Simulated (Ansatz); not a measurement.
The calculation's input:

```
crystal:
  periodic: [false, false, false]
  atoms:
    - { symbol: In, position_ang: [-0.483401, 0.542871, 0.068033] }
    - { symbol: F, position_ang: [0.39716, -1.688422, -2.176515] }
    - { symbol: "N", position_ang: [-1.753486, 0.382044, -1.40552] }
    - { symbol: H, position_ang: [-0.327032, -1.152546, -2.376527] }
    - { symbol: C, position_ang: [0.893624, 0.19018, 1.694449] }
    - { symbol: H, position_ang: [-2.097907, 1.319597, -1.696961] }
    - { symbol: H, position_ang: [0.401128, -0.437934, 2.460721] }
    - { symbol: H, position_ang: [1.790883, -0.320031, 1.296458] }
    - { symbol: H, position_ang: [1.179132, 1.164241, 2.135761] }
basis:
  gaussian: { orbitals: def2-SVP }
hamiltonian:
  xc: revpbe
relax:
  f_tol: 0.03
  max_steps: 50
output:
  orbitals: {}
```

Run with:

```sh
ansatz run input.yaml --threads 2 --pin off --max-ram 3072MiB --backend cpu --events-out ev --progress --plain --runs-dir out
```

The fields are those of the relaxed geometry.

Core potentials replace the inner electrons of In.

These are results of RKS revPBE/def2-SVP in Ansatz 0.2.0, not measurements.

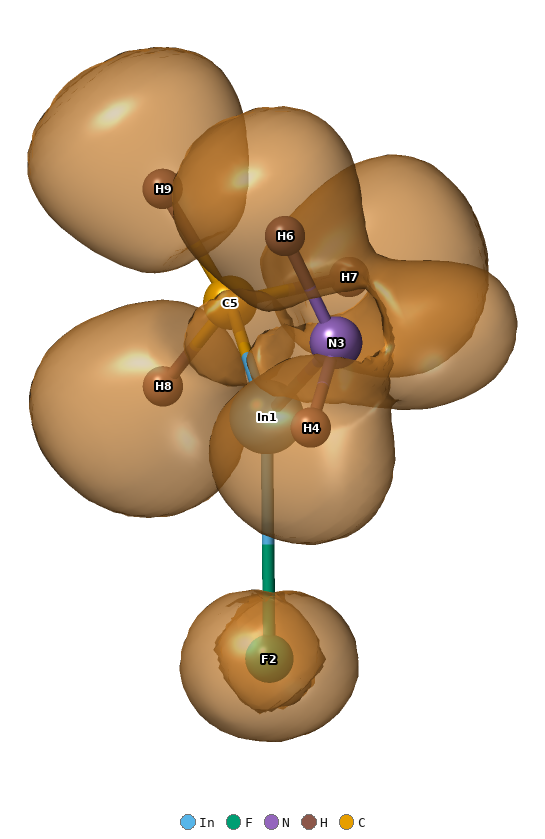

CH5FInN. Isosurface of the ELF at 0.8 (orange), seen at an oblique angle. Only the valence region is drawn (cores and ρ < 0.01 e/Å³ removed).

What do the ELF domains correspond to?

Answer. At this value the surface marks out three regions around hydrogen nuclei, one lobe of the valence shell of C pointing towards In (polar bonds), one region wrapped around F (its valence shell) and one joined region spread over several atoms (H, N), in which their bonds and any lone pairs are merged. Profiles from the grid: In–F (2.01 Å): the ELF peaks at about 0.80 in the valence shell of F, 0.5 Å from its nucleus, and drops to about 0.10 between the two atoms. In–N (2.07 Å): the ELF peaks at about 0.85 in the valence shell of N, 0.6 Å from its nucleus, and drops to about 0.15 between the two atoms.
